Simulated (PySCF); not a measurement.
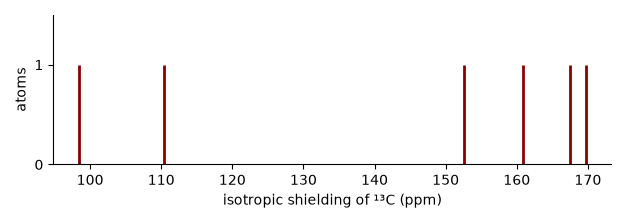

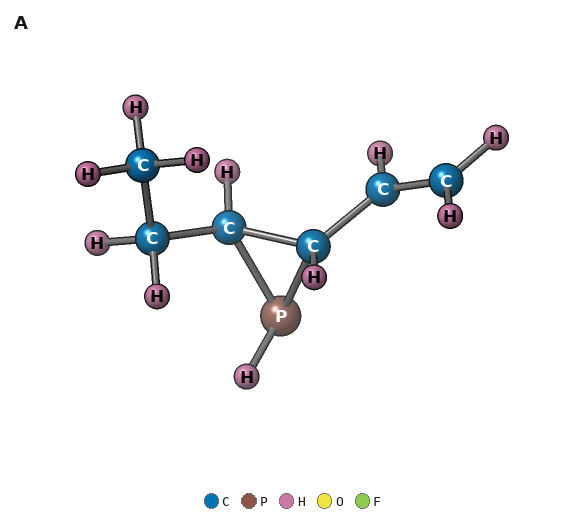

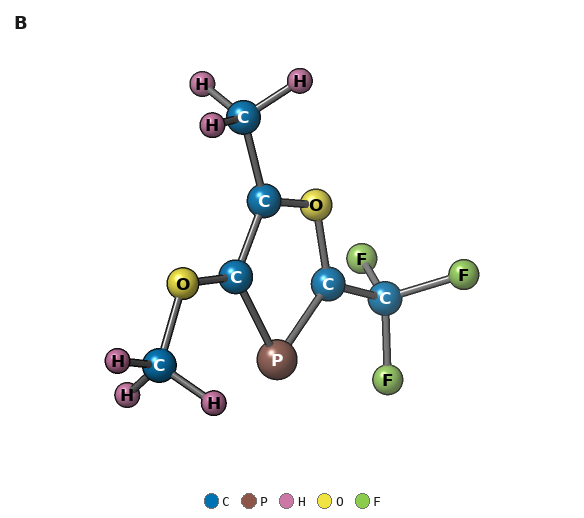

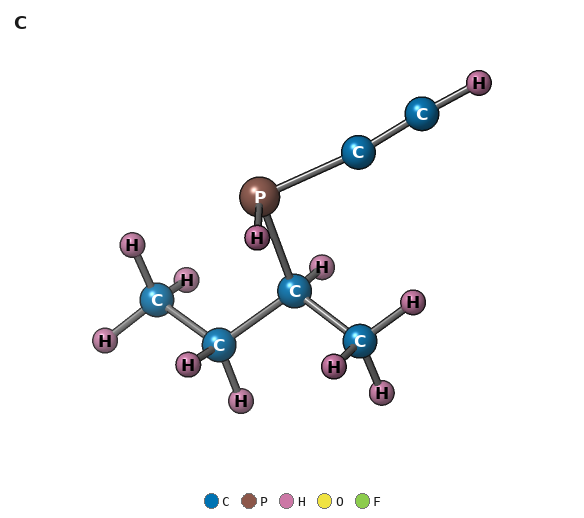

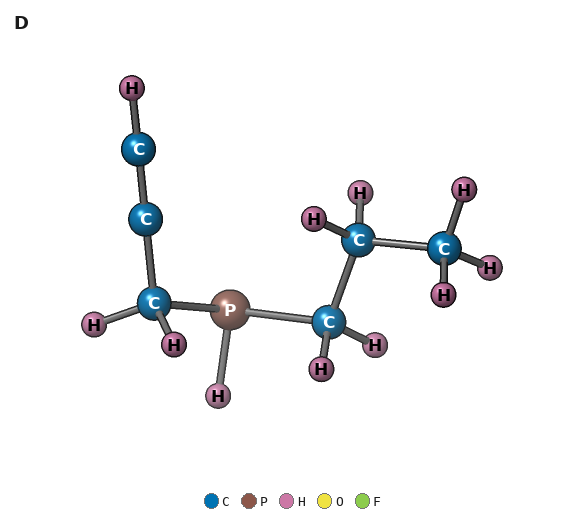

The sticks are computed shieldings of one of the molecules, for one fixed geometry (GFN2-xTB) without averaging over rotations. Low shielding means a high chemical shift. Method: GIAO PBE0/pcSseg-1 NMR shielding, non-relativistic, gas phase (PySCF 2.14.0).

Which molecule gives this pattern?

Answer. D, `C#CCPCCC`. Its 6 C atoms give lines at 98.4, 110.4, 152.5, 160.8, 167.5, 169.7 ppm.

The geometry is semi-empirical. Around P such bond lengths and angles can be off by a tenth of an ångström or more and by several degrees, and values that hang on the shape move with them.
